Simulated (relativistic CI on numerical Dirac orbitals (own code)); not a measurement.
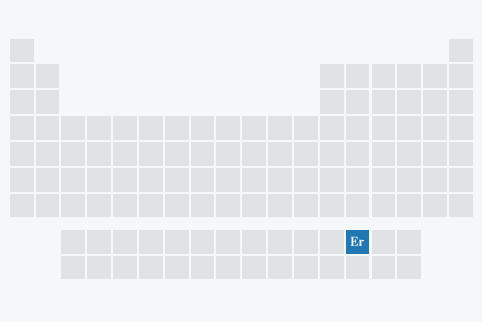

Figure 1. The place of erbium in the periodic table.

## Run report: Er, relativistic CI calculation

Er. Level asked for: Dirac-Coulomb-Breit CI, KLI orbitals optimised for each configuration, model QED (radiative potential, 1s self-energy scaled to tabulated hydrogen-like ionisation energies), valence Slater integrals scaled by 0.85, P86 correlation energy added to each configuration (relativistic CI on numerical Dirac orbitals, in-house).

**Input**
```
atom Er  Z=68  charge=0  electrons=68
nucleus A=166  rms_radius_fm=5.2516
hamiltonian dirac-coulomb  breit=on  qed=on  c_scale=1
orbitals kli  potential=per-configuration
slater_scale 0.85
correlation p86
mixing on
configurations
  [Xe] 4f12 6s2
  [Xe] 4f11 5d 6s2
  [Xe] 4f12 6s 6p
  [Xe] 4f11 6s2 6p
  [Xe] 4f11 5d2 6s
  [Xe] 4f12 6s 6f
  [Xe] 4f12 5d 6p
  [Xe] 4f12 6s 7s
  [Xe] 4f12 6s 7p
  [Xe] 4f11 6s2 8s
  [Xe] 4f12 6s 8s
  [Xe] 4f11 6s2 7s
  [Xe] 4f13 6s
  [Xe] 4f14
  [Xe] 4f13 7s
  [Xe] 4f12 7s2
  [Xe] 4f11 5d 7s2
  [Xe] 4f11 6p 7s2
end
```

Launched within a batch (the task file carries these settings):
```bash
python <driver script> task.json out
```

The program writes its results to a structured record and prints no log; tables and figures of this report are taken from that record.

**What the run reported**

```
quantity                      value
 outcome              not converged
hardware  1 CPU thread, shared host
```

**Diagnosis**

The run did not meet its convergence test, so its last values are not results. To bear in mind: SCF of 1s2 2s2 2p6 3s2 3p6 3d10 4s2 4p6 4d10 4f13 5s2 5p6 7s ended with code -2.
